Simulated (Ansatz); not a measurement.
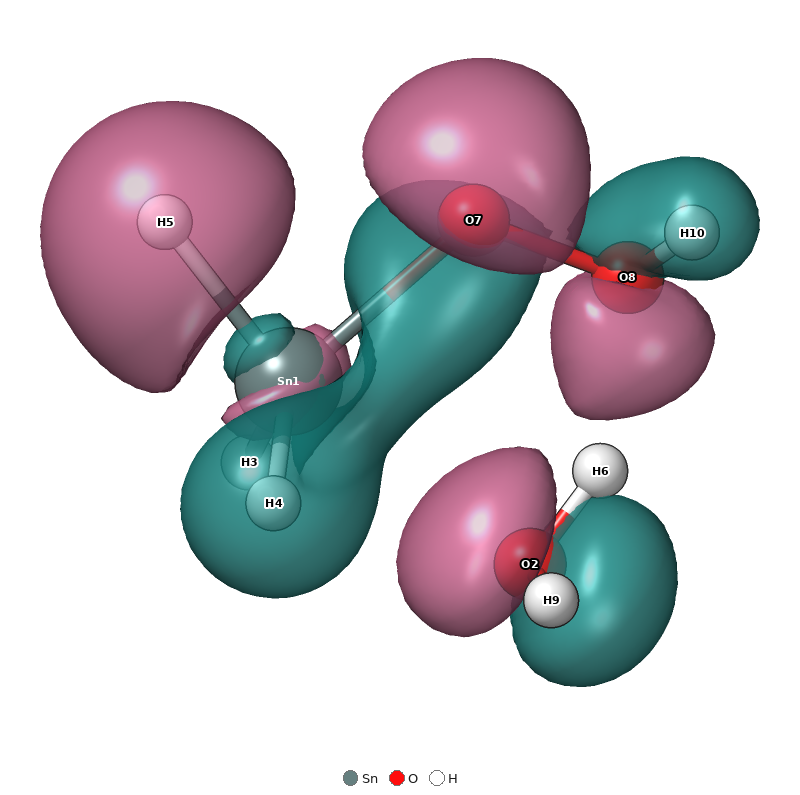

Figure 1: H4O2Sn···H2O. The HOMO−1 at ±0.08 Å⁻³ᐟ² (teal and pink are the two phases), seen across its widest extent.

Core potentials replace the inner electrons of Sn.

Computed with Ansatz 0.2.0, RKS PBE-D4/def2-SVP.

The calculation's input:

```
crystal:
  periodic: [false, false, false]
  atoms:
    - { symbol: Sn, position_ang: [-1.272066, -0.640005, -0.485704] }
    - { symbol: O, position_ang: [2.062652, -0.358263, -0.31522] }
    - { symbol: H, position_ang: [-0.171683, -1.341483, -1.595173] }
    - { symbol: H, position_ang: [-2.153687, -1.817353, 0.426867] }
    - { symbol: H, position_ang: [-2.277546, 0.572389, -1.194121] }
    - { symbol: H, position_ang: [1.673297, 0.452177, 0.075533] }
    - { symbol: O, position_ang: [-0.368591, 0.343532, 1.076954] }
    - { symbol: O, position_ang: [0.271931, 1.51212, 0.442619] }
    - { symbol: H, position_ang: [2.174375, -0.929363, 0.468509] }
    - { symbol: H, position_ang: [0.061417, 2.206348, 1.099735] }
basis:
  gaussian: { orbitals: def2-SVP }
hamiltonian:
  xc: pbe
  dispersion: d4
relax:
  f_tol: 0.03
  max_steps: 50
output:
  orbitals: {}
```

Command:

```sh
ansatz run input.yaml --threads 2 --pin off --max-ram 3072MiB --backend cpu --events-out ev --progress --plain --runs-dir out
```

The fields are those of the relaxed geometry.

**What is the character of this orbital?**

By Hirshfeld shares it lies mainly on O7 (about 40 %), O2 (about 20 %), Sn1 (about 15 %), H5 (about 10 %) and O8 (about 10 %). Its energy is −6.51 eV.
